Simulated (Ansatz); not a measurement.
The reference is GaP in the zinc blende structure (space group F-43m, No. 216; a = 5.4517 Å).

One thing is altered: a fraction x = 0.5 of the P sites is given to As, ordered in a cell of 4 atoms (starting symmetry R3m) and fully relaxed.

Method: r2SCAN (Ansatz, a first-principles code, PAW, no SOC), earlier PAW set.

The zone is the changed cell's own and can be folded.

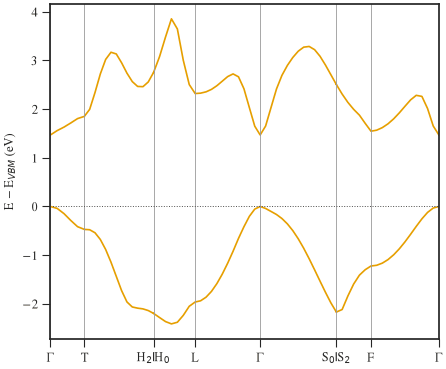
*Highest valence and lowest conduction band along the path of the changed cell's own zone*

### Question
Read the changed gap and its character from the plot.

### Answer
About 1.5 eV, direct at Γ.

These are small ordered cells, not random alloys; other orderings at the same x differ. No phonon test of stability was made. k-point labels follow each cell's own Brillouin zone.
